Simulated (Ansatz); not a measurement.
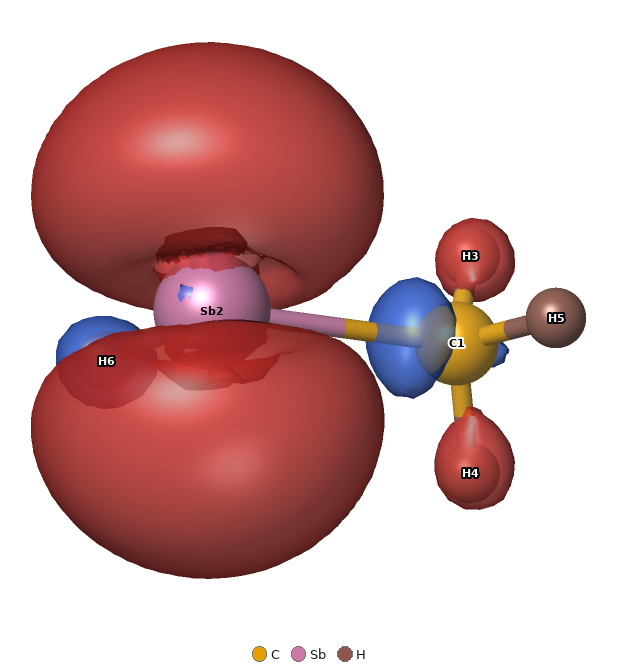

Figure 1: CH4Sb (SMILES [CH3][SbH]) (doublet). Isosurfaces of the spin density (α minus β) at +0.015 (red) and −0.015 e/Å³ (blue), seen from one side.

Core potentials replace the inner electrons of Sb.

The calculation used UKS PBE0/def2-SVP in Ansatz 0.2.0.

```yaml
atoms:
  - { symbol: C, position_ang: [-0.2306, -0.3668, -0.4641] }
  - { symbol: Sb, position_ang: [0.2001, 0.0232, 1.6357] }
  - { symbol: H, position_ang: [-0.9113, 0.4014, -0.8580] }
  - { symbol: H, position_ang: [-0.7032, -1.3533, -0.5747] }
  - { symbol: H, position_ang: [0.7074, -0.3478, -1.0357] }
  - { symbol: H, position_ang: [-1.4608, -0.1046, 2.0775] }
```

> Which atoms carry the spin?

The unpaired spin (1 electron) lies mostly on Sb2 (about 0.9), in electrons by Hirshfeld's partition.
